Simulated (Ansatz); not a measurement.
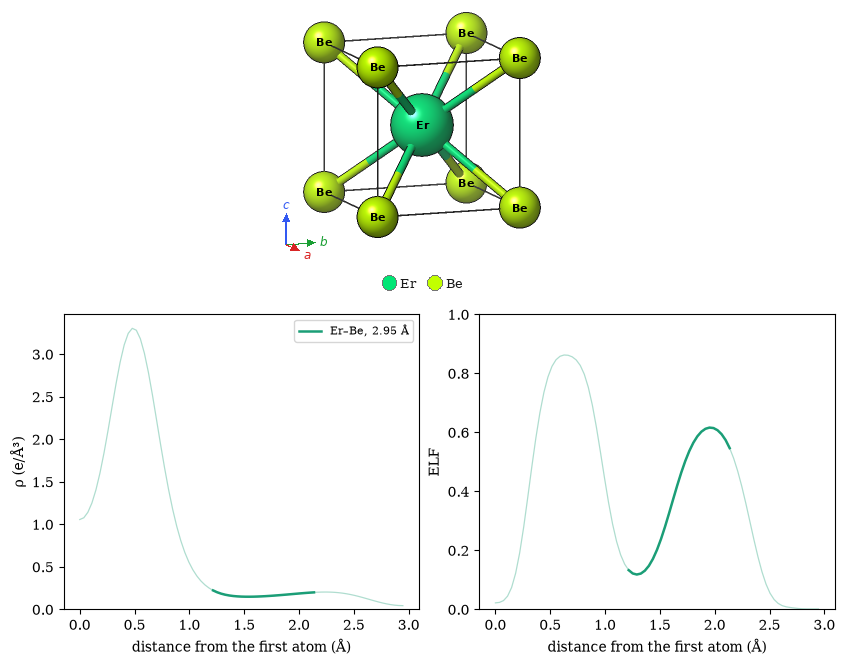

*ErBe. Valence pseudo-density and electron localisation function along straight lines between neighbouring atoms. Thin, pale parts lie inside the atomic spheres. The structure is drawn too.*

Space group Pm-3m; a generated structure, not necessarily the stable one; changed on purpose from its base cell (volume × 1.03); computed without spin polarisation; no Hubbard U on the f states and no spin–orbit coupling.

Theory: Ansatz 0.2.0, DFT PBE, scalar-relativistic, plane waves, PAW; 4f electrons in the core of a trivalent norm-conserving potential.

The density is the valence pseudo-density of a pseudopotential calculation; it isn't the true density close to the nuclei.

```yaml
crystal:
  lattice:
    - [3.40223, 0.00000, 0.00000]
    - [0.00000, 3.40223, 0.00000]
    - [0.00000, 0.00000, 3.40223]
  atoms:
    - { symbol: Er, position: [0.50000, 0.50000, 0.50000] }
    - { symbol: Be, position: [0.00000, 0.00000, 0.00000] }
```

What can be read from the curves?

Er–Be (2.95 Å): the density is about 0.15 e/Å³ at the midpoint; the ELF is about 0.20 at the midpoint.
